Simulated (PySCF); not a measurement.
# C5H11BS: runs on many settings, part 2 of 2

PySCF 2.14.0. Atoms count from 0.

### 6 Indirect couplings: X3LYP/IGLO-II

Job settings and geometry (Å):

```
{"job": {"kind": "j", "xc": "X3LYP", "basis": "IGLO-II", "grid": 1}, "charge": 0, "multiplicity": 1}
C      2.969337     0.488155     0.116623
S      1.652360     0.955853    -1.048501
C      0.320088    -0.175516    -0.490578
B     -0.929630    -0.259936    -1.455808
C     -2.198050    -0.197695    -0.533156
C     -1.664659    -0.394053     0.895855
C     -0.256181     0.202575     0.882224
H      3.838455     1.083681    -0.142369
H      3.197469    -0.568660     0.006032
H      2.659930     0.709887     1.133670
H      0.795836    -1.161649    -0.443841
H     -0.891442    -0.344245    -2.616575
H     -2.619586     0.808963    -0.622861
H     -3.013913    -0.882325    -0.763963
H     -2.295106     0.072384     1.653240
H     -1.606309    -1.462304     1.115631
H      0.348738    -0.159897     1.714335
H     -0.316096     1.291102     0.948398
```

With the program's defaults for keys left out, this is: X3LYP/IGLO-II indirect spin-spin coupling, non-relativistic, gas phase.

What it wrote:

```text
final grid: 64592 points
cycle   1  E = -620.0112619459  dE =  5.878e-01  |g| = 4.803e-01  |ddm| = 3.203e+00
cycle   2  E = -619.9917220568  dE =  1.954e-02  |g| = 5.470e-01  |ddm| = 8.966e-01
cycle   3  E = -620.0681185885  dE = -7.640e-02  |g| = 7.903e-02  |ddm| = 4.998e-01
cycle   4  E = -620.0693784319  dE = -1.260e-03  |g| = 3.843e-02  |ddm| = 1.309e-01
cycle   5  E = -620.0697260736  dE = -3.476e-04  |g| = 8.434e-03  |ddm| = 4.520e-02
cycle   6  E = -620.0697408270  dE = -1.475e-05  |g| = 3.202e-03  |ddm| = 1.000e-02
cycle   7  E = -620.0697432453  dE = -2.418e-06  |g| = 4.951e-04  |ddm| = 3.758e-03
cycle   8  E = -620.0697433002  dE = -5.489e-08  |g| = 1.576e-04  |ddm| = 6.231e-04
cycle   9  E = -620.0697433059  dE = -5.708e-09  |g| = 3.914e-05  |ddm| = 1.490e-04
cycle  10  E = -620.0697433063  dE = -3.886e-10  |g| = 1.064e-05  |ddm| = 4.945e-05
converged SCF energy = -620.0697433063

Indirect spin-spin couplings (Hz)
  i      j    bonds     total        FC       PSO       DSO        SD
  0 C    1 S    1    -18.654   -19.953     1.268     0.031         -
  0 C    2 C    2     -0.586    -0.553    -0.053     0.020         -
  0 C    3 B    3      3.752     3.667     0.112    -0.082     0.054
  0 C    4 C    4      0.520     0.543     0.027    -0.050         -
  0 C    6 C    3      0.388     0.409    -0.045     0.024         -
  0 C    7 H    1    133.189   131.873     0.608     0.708         -
  0 C    8 H    1    137.699   136.411     0.544     0.744         -
  0 C    9 H    1    137.936   136.659     0.525     0.753         -
  0 C   10 H    3      5.353     5.265    -0.110     0.198         -
  0 C   11 H    4     -0.247    -0.202     0.195    -0.240         -
  0 C   13 H    5      0.223     0.255     0.193    -0.226         -
  0 C   16 H    4      0.161     0.127    -0.183     0.217         -
  1 S    2 C    1    -18.848   -19.860     0.965     0.047         -
  1 S    3 B    2      5.375     5.314     0.111     0.006    -0.056
  1 S    4 C    3      1.349     1.315     0.043    -0.009         -
  1 S    5 C    3      0.811     0.934    -0.108    -0.015         -
  1 S    6 C    2      0.534     0.916    -0.387     0.005         -
  1 S    7 H    2      7.453     6.956     0.539    -0.042         -
  1 S    8 H    2      0.888     0.742     0.198    -0.052         -
  1 S    9 H    2      0.946     0.868     0.127    -0.049         -
  1 S   10 H    2      2.519     2.275     0.253    -0.009         -
  1 S   11 H    3      1.214     1.128     0.079     0.007         -
  1 S   12 H    4      0.895     0.914     0.004    -0.023         -
  1 S   13 H    4     -0.484    -0.478     0.070    -0.076         -
  1 S   14 H    4     -0.270    -0.241     0.044    -0.073         -
  1 S   16 H    3     -0.107    -0.124     0.047    -0.030         -
  1 S   17 H    3      1.433     1.513    -0.127     0.047         -
  2 C    3 B    1     50.442    52.034    -2.223     0.292     0.339
  2 C    4 C    2      7.727     7.920    -0.251     0.058         -
  2 C    5 C    2      5.067     5.178    -0.169     0.058         -
  2 C    6 C    1     32.818    33.194    -0.647     0.271         -
  2 C    7 H    3      7.283     7.403     0.288    -0.408         -
  2 C    8 H    3      2.462     2.407    -0.092     0.147         -
  2 C    9 H    3      1.298     1.279    -0.092     0.111         -
  2 C   10 H    1    122.854   121.114     0.507     1.233         -
  2 C   11 H    2      7.987     8.282    -0.287    -0.008         -
  2 C   12 H    3     -0.746    -0.667     0.013    -0.091         -
  2 C   13 H    3      4.078     4.132     0.208    -0.262         -
  2 C   14 H    3     10.191    10.228     0.329    -0.366         -
  2 C   15 H    3      0.674     0.636    -0.022     0.061         -
  2 C   16 H    2     -3.002    -2.936    -0.060    -0.006         -
  2 C   17 H    2     -4.898    -4.911    -0.080     0.094         -
  3 B    4 C    1     49.248    51.347    -2.577     0.229     0.249
  3 B    5 C    2      0.617     0.797    -0.156     0.029    -0.053
  3 B    6 C    2      2.907     3.059    -0.137     0.041    -0.057
  3 B    7 H    4      0.751     0.794     0.334    -0.388     0.011
  3 B    8 H    4     -0.162    -0.140     0.150    -0.192     0.019
  3 B    9 H    4     -0.347    -0.337     0.256    -0.288     0.021
  3 B   10 H    2     -3.806    -3.979    -0.070     0.021     0.222
  3 B   11 H    1    133.173   133.948    -2.165     0.756     0.635
  3 B   12 H    2     -4.075    -4.270     0.014    -0.078     0.259
  3 B   13 H    2     -1.978    -1.713    -0.099    -0.285     0.119
  3 B   14 H    3      7.016     7.185     0.379    -0.540    -0.008
  3 B   15 H    3      0.332     0.523    -0.050    -0.115    -0.026
  3 B   16 H    3      6.447     6.620     0.354    -0.514    -0.012
  3 B   17 H    3      0.277     0.442    -0.062    -0.082    -0.021
  4 C    5 C    1     30.516    30.381    -0.072     0.207         -
  4 C    6 C    2      2.766     2.938    -0.207     0.034         -
  4 C    7 H    5      0.553     0.592     0.199    -0.238         -
  4 C   10 H    3     -0.926    -0.848     0.072    -0.150         -
  4 C   11 H    2      9.090     9.470    -0.233    -0.147         -
  4 C   12 H    1    110.644   108.371     1.403     0.870         -
  4 C   13 H    1    122.688   120.748     1.132     0.808         -
  4 C   14 H    2     -2.987    -2.973     0.170    -0.184         -
  4 C   15 H    2     -2.475    -2.500     0.131    -0.107         -
  4 C   16 H    3      8.798     8.879     0.342    -0.423         -
  4 C   17 H    3      0.834     0.848    -0.005    -0.009         -
  5 C    6 C    1     32.104    32.299    -0.423     0.227         -
  5 C    7 H    5      0.215     0.244     0.216    -0.245         -
  5 C   10 H    3     -0.114    -0.105     0.020    -0.030         -
  5 C   11 H    3      6.238     6.275     0.275    -0.313         -
  5 C   12 H    2     -5.013    -5.039     0.112    -0.086         -
  5 C   13 H    2     -1.036    -1.064     0.179    -0.152         -
  5 C   14 H    1    130.145   128.603     0.665     0.878         -
  5 C   15 H    1    124.677   123.026     0.732     0.920         -
  5 C   16 H    2     -1.470    -1.434     0.071    -0.108         -
  5 C   17 H    2     -4.105    -4.060     0.009    -0.055         -
  6 C    7 H    4     -0.205    -0.158     0.190    -0.237         -
  6 C    8 H    4      0.460     0.462     0.011    -0.013         -
  6 C    9 H    4      0.406     0.322    -0.252     0.336         -
  6 C   10 H    2     -2.841    -2.824    -0.044     0.027         -
  6 C   11 H    3      4.833     4.880     0.255    -0.302         -
  6 C   12 H    3      0.356     0.388     0.004    -0.035         -
  6 C   13 H    3     10.010    10.051     0.370    -0.411         -
  6 C   14 H    2     -1.276    -1.251     0.084    -0.109         -
  6 C   15 H    2     -4.002    -3.960     0.018    -0.060         -
  6 C   16 H    1    129.135   127.542     0.599     0.993         -
  6 C   17 H    1    129.206   127.707     0.450     1.048         -
  7 H    8 H    2    -12.766   -12.829     2.592    -2.529         -
  7 H    9 H    2    -12.702   -12.774     2.565    -2.493         -
  7 H   11 H    5     -0.271    -0.094     0.774    -0.951         -
  8 H    9 H    2     -8.314    -8.399     2.542    -2.456         -
  8 H   10 H    4      0.375     0.098    -1.815     2.092         -
  8 H   12 H    6     -0.156    -0.041     0.723    -0.839         -
  8 H   17 H    5     -0.176    -0.028     0.743    -0.891         -
  9 H   16 H    5      0.375     0.096    -2.074     2.354         -
  9 H   17 H    5      0.215     0.103    -0.988     1.101         -
 10 H   11 H    3     -0.897    -0.900     0.482    -0.479         -
 10 H   12 H    4      2.779     2.903     1.545    -1.669         -
 10 H   13 H    4      3.599     3.682     0.790    -0.873         -
 10 H   14 H    4     -0.894    -0.804     1.531    -1.621         -
 10 H   15 H    4     -0.195    -0.256    -0.743     0.804         -
 10 H   16 H    3      8.657     8.600    -0.495     0.553         -
 10 H   17 H    3      9.941    10.071     2.179    -2.309         -
 11 H   12 H    3     -1.074    -1.015     0.695    -0.754         -
 11 H   13 H    3      0.865     0.945     0.518    -0.598         -
 11 H   14 H    4      0.218     0.347     1.434    -1.563         -
 11 H   15 H    4     -0.367    -0.242     0.925    -1.051         -
 11 H   17 H    4     -0.261    -0.135     0.933    -1.059         -
 12 H   13 H    2    -20.185   -20.294     2.146    -2.037         -
 12 H   14 H    3      9.540     9.591    -0.163     0.113         -
 12 H   15 H    3     11.065    11.234     2.426    -2.596         -
 12 H   16 H    4     -0.734    -0.615     1.568    -1.687         -
 12 H   17 H    4     -0.265    -0.303    -0.781     0.820         -
 13 H   14 H    3      0.363     0.530     0.913    -1.080         -
 13 H   15 H    3      6.406     6.474    -0.124     0.056         -
 13 H   16 H    4      1.264     1.367     1.600    -1.704         -
 13 H   17 H    4     -0.582    -0.478     1.579    -1.684         -
 14 H   15 H    2    -12.168   -12.183     2.153    -2.138         -
 14 H   16 H    3      0.604     0.733     0.695    -0.825         -
 14 H   17 H    3      6.631     6.660    -0.191     0.162         -
 15 H   16 H    3      6.382     6.416    -0.200     0.166         -
 15 H   17 H    3     12.498    12.655     2.398    -2.556         -
 16 H   17 H    2    -11.969   -12.076     1.871    -1.764         -
```

Run time: 98 s. Hardware: 1 thread, shared host.

A choice of the couplings up to four bonds, sorted by the number of bonds, with means over like pairs; isotopes 11B, 13C, 1H, 33S:

```
   pair  bonds  J (Hz)  Fermi contact (Hz)  dihedral (°)
  C0–H7      1   136.3               135.0             –
 B3–H11      1   133.2               133.9             –
 C5–H14      1   130.1               128.6             –
 C6–H17      1   129.2               127.7             –
 C6–H16      1   129.1               127.5             –
 C5–H15      1   124.7               123.0             –
 C2–H10      1   122.9               121.1             –
 C4–H13      1   122.7               120.7             –
 C4–H12      1   110.6               108.4             –
H12–H13      2   -20.2               -20.3             –
H14–H15      2   -12.2               -12.2             –
H16–H17      2   -12.0               -12.1             –
  H7–H8      2   -11.3               -11.3             –
 C4–H11      2     9.1                 9.5             –
 C2–H11      2     8.0                 8.3             –
  C2–C4      2     7.7                 7.9             –
  S1–B3      2     5.4                 5.3             –
  C2–C5      2     5.1                 5.2             –
H15–H17      3    12.5                12.7          -164
H12–H15      3    11.1                11.2           158
 C2–H14      3    10.2                10.2          -161
 C6–H13      3    10.0                10.1           159
H10–H17      3     9.9                10.1           155
H12–H14      3     9.5                 9.6            38
 C4–H16      3     8.8                 8.9          -161
H10–H16      3     8.7                 8.6            35
 B3–H14      3     7.0                 7.2           153
H10–H13      4     3.6                 3.7             –
H10–H12      4     2.8                 2.9             –
H13–H16      4     1.3                 1.4             –
```

The spin-dipole term was solved for some atoms only; pairs without it lack that part.

The response was solved for the nuclei of B, C, H alone, so couplings that need other nuclei can be missing.

Quadrupole couplings from the field gradients of the same density:

```
atom  isotope  eQq/h (MHz)     η
  S1      33S         50.7  0.59
  B3      11B        5.897  0.09
```

Shifts (PBE0/pcSseg-1, unscaled) and these couplings together give the proton spectrum at 400 MHz below. Couplings to quadrupolar nuclei are left out.

¹H NMR δ 8.04 (br, 1H), 2.76 (m, 1H), 2.42 (m, 1H), 2.28 (m, 1H), 2.22 (s, 3H), 2.01 (m, 1H), 1.58 (m, 1H), 1.49 (m, 1H), 1.10 (m, 1H).

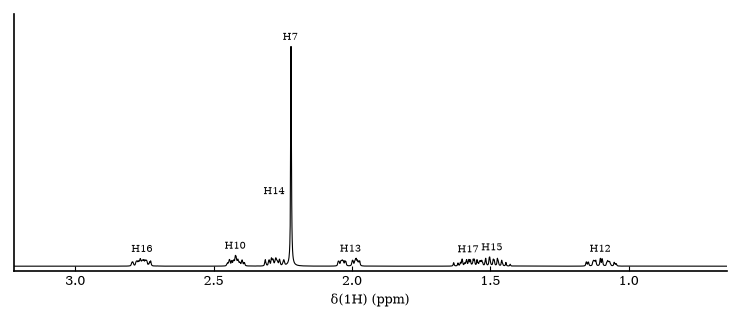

Simulated proton spectrum at 400 MHz, by exact diagonalisation of each spin system; lines 1.2 Hz wide, exchangeable protons uncoupled, protons on B, Al or Ga left out.

### 7 Side by side: NMR shifts

Isotropic shieldings (ppm) of some atoms, chosen among heavy atoms and hydrogens apart, means over like atoms, with basis size and wall time:

```
                      run     C2     C6     C5     C0    H14     H7   S1  functions  time
            PBE0/pcSseg-1  131.9  146.4  156.5  163.4  29.44  29.49  498        181  91 s
LC-wPBE/def2-SVP in water  154.1  164.6  174.5  182.7  29.83  29.84  611        157  69 s
```

### 8 Results

The summary covers parts 1 to 2.

| quantity | value |
| --- | --- |
| ¹³C shifts against TMS (PBE0/pcSseg-1) | 55.0, 40.5, 34.1, 30.5, 23.5 ppm |
| ¹H shifts against TMS (PBE0/pcSseg-1, means over atoms taken as alike) | 8.04, 2.76, 2.42, 2.28, 2.22, 2.01, 1.58, 1.49, 1.10 ppm |
| ³³S shifts against CS2 (PBE0/pcSseg-1) | 6 ppm |
| ¹¹B shifts against BF3·OEt2 (PBE0/pcSseg-1) | 93.4 ppm |
| surface potential, 1st and 99th percentile | -1.21 V and 1.21 V |
| lowest singlet (PBE0/def2-SVPD) | 3.77 eV (329 nm), f = 0.003 |
| brightest single state of those computed | state 6, 6.14 eV, f = 0.023 |
| lowest triplet | 3.59 eV |
| largest coupling of the table (X3LYP/IGLO-II) | ¹J(C,H) C0–H7, 136.3 Hz |
| range of the shielding of S1 | 498 to 611 ppm |
| property runs in this session | 5, of which 0 failed and 1 gave unsound results |

In words: Single values in the summary come from the first run of each kind that ended normally (PBE0/pcSseg-1; PBE0/def2-SVPD; X3LYP/IGLO-II), which need not be the best level. At PBE0/pcSseg-1: The widest tensor belongs to S1: span 376 ppm, with a paramagnetic part of -559 ppm. By nearest atom (PBE0/pcSseg-1), the HOMO sits on S1 78 % and the LUMO on B3 52 %; H11 15 %. The lowest singlet, at 3.77 eV, is HOMO→LUMO 1.00 and is weak; of the 6 states computed, the strongest absorption comes from state 6 at 6.14 eV (the last computed, so partners may be missing). The lowest triplet lies 0.18 eV below the lowest singlet (triplets in Tamm-Dancoff, singlets in full TDDFT). In the run at X3LYP/IGLO-II, the largest coupling of the table is C0–H7 (mean over like pairs), 136.3 Hz, of which the Fermi-contact term gives 135.0 Hz. Couplings across rotatable bonds belong to this one conformer; where others are populated, the observed values are averages. In ppm, S1 moves most: its shielding spreads over 113 ppm, from 498 (PBE0/pcSseg-1) to 611 (LC-wPBE/def2-SVP in water).
